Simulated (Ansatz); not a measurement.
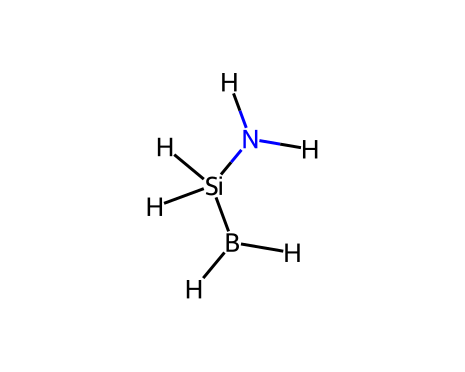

Computed geometry: PBE0-D4/def2-TZVP optimisation. Properties computed with RKS B97M-V/def2-TZVPP (Ansatz 0.2.0).

Computed properties:

The species is BH₆NSi (`B[SiH2]N`).
- HOMO energy (Kohn–Sham orbital): −6.31 eV
- LUMO energy (Kohn–Sham orbital): −3.08 eV
- HOMO–LUMO gap: 3.23 eV
